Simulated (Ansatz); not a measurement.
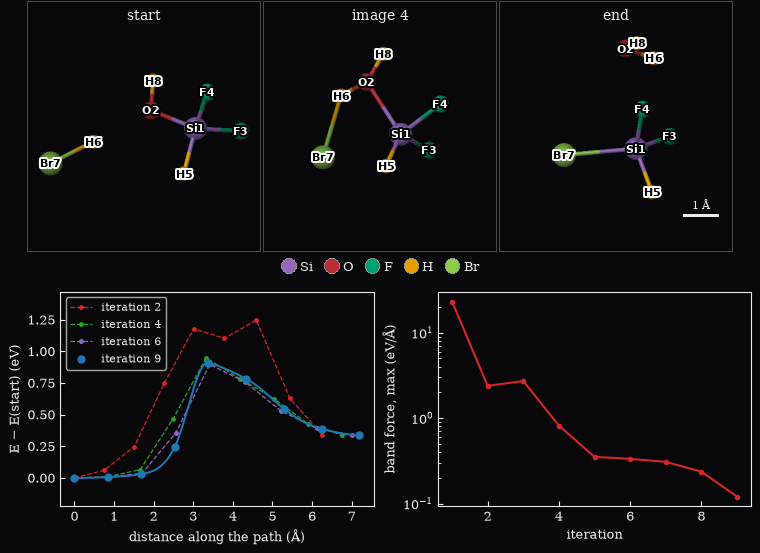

A search for the minimum-energy path of SiH$_{3}$OBrF$_{2}$ by the nudged elastic band. Images are numbered from 0 (start) to 8 (end). The plot follows the band through its iterations. The picture is a ball-and-stick view, seen at a tilt.

All numbers below come from Ansatz 0.2.0, RKS BLYP/def2-SVP. Set-up: 7 movable images; climbing image; force threshold 0.2 eV/Å; iteration limit 60; starting path through a guess of the saddle point.

Question: Did the band converge, and can the barrier be trusted?

Answer: The run is converged, with reservations. The band converged in 9 iterations. The largest component of the band force went from 23 to 0.12 eV/Å. The climbing image converged on the top of the path. Its curvatures weren't checked. The force threshold is loose. The first iteration put the highest image at 6.09 eV. The highest point, image 4, lies 0.91 eV above the start and 0.57 eV above the end; the end is at +0.34 eV relative to the start.
